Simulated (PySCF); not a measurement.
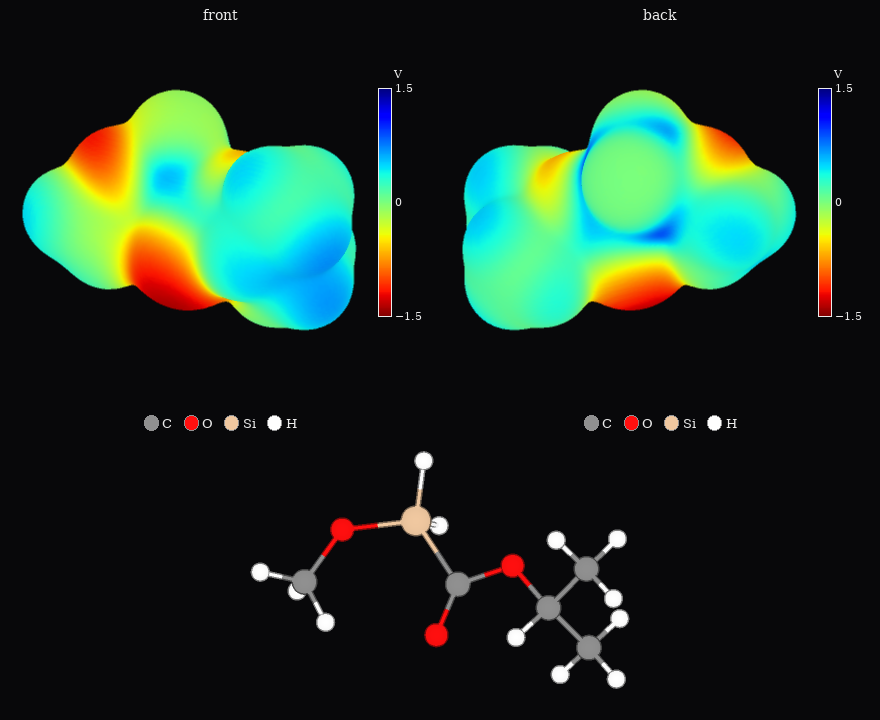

*C$_{5}$H$_{12}$O$_{3}$Si (SMILES CO[SiH2]C(=O)OC(C)C). The molecular electrostatic potential painted on the density surface at 0.001 e/bohr³, seen from the front and from behind; the colour scale runs from red (negative) to blue (positive). The bare structure is drawn below in the same view.*

Geometry: GFN2-xTB.

Theory: PBE0/pcSseg-1, SCF density, gas phase, non-relativistic (PySCF).

```xyz
21

C     3.8570    0.7063   -0.5396
O     3.3152    0.2457    0.6711
Si    2.0218   -0.6681    0.9811
C     0.4957   -0.0004    0.0163
O     0.5677    0.6083   -1.0297
O    -0.6518   -0.2634    0.6377
C    -1.8803    0.2124    0.0510
C    -2.4201   -0.8272   -0.9250
C    -2.8448    0.4842    1.1959
H     3.0690    1.0403   -1.2150
H     4.4301   -0.0883   -1.0219
H     4.5209    1.5404   -0.3097
H     2.1796   -2.0681    0.5716
H     1.8726   -0.4534    2.4088
H    -1.6509    1.1394   -0.4910
H    -1.7014   -0.9977   -1.7230
H    -2.6021   -1.7663   -0.4072
H    -3.3505   -0.4741   -1.3612
H    -3.7803    0.8757    0.8067
H    -2.4161    1.2081    1.8842
H    -3.0404   -0.4369    1.7394
```

Question: Describe the electrostatic potential map.

Answer: The most negative region (about −1.3 V) lies over O5, the most positive (about +0.8 V) over Si3. O5 is the likeliest acceptor of a hydrogen bond.

Question: What dipole moment does the calculation give?

Answer: Its dipole moment is 1.42 D.
